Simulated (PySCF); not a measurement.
Consider C4H6GeO2S.

Input

```
{"job": {"kind": "uv", "xc": "CAM-B3LYP", "basis": "def2-SVPD", "nstates": 8, "ntriplets": 3}, "charge": 0, "multiplicity": 1}
O      1.399088    -1.555232    -0.574530
C      2.358570    -1.016088    -0.070149
O      2.419961     0.115621     0.569005
C      1.318244     0.932293     0.790363
C      0.065572     0.700381     0.399175
S     -1.272225     1.784447     0.725490
C     -2.414686     0.645344    -0.147886
Ge    -0.943395    -0.676945    -0.577038
H      3.363917    -1.469291    -0.104625
H      1.621893     1.811619     1.343524
H     -2.880326     1.172718    -0.976949
H     -3.197692     0.330675     0.537812
H     -0.695074    -0.785330    -2.050105
H     -1.144525    -1.990684     0.113747
```

Run with:

```sh
OMP_NUM_THREADS=1 python probes_run.py task.json out
```

Geometry: GFN2-xTB.

Level of theory: PySCF, CAM-B3LYP/def2-SVPD, SCF density, gas phase.

Predict the electron density and electron localisation function between the atoms.

Answer. C–O (1.21 Å): ρ is about 3.3 e/Å³ halfway; the ELF peaks at about 0.85 between the atoms: a multiple bond.
C–C (1.33 Å): the density is about 2.3 e/Å³ at the midpoint; the ELF peaks at about 0.95 between the atoms: a short, multiple covalent bond.
C–S (1.75 Å): the density is about 1.4 e/Å³ at the midpoint; the ELF peaks at about 0.90 between the atoms, as expected for localised, covalent bonding.
C–Ge (1.97 Å): the density is about 0.86 e/Å³ at the midpoint; the ELF peaks at about 0.95 in the valence shell of C, 0.7 Å from its nucleus, and is about 0.70 at the midpoint.

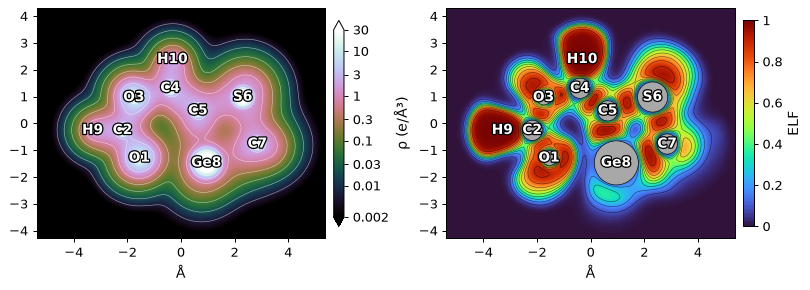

Computed electron density and electron localisation function on the plane of atoms C2, O3 and C4, in this order. Grey discs cover the atomic cores in the ELF map. 
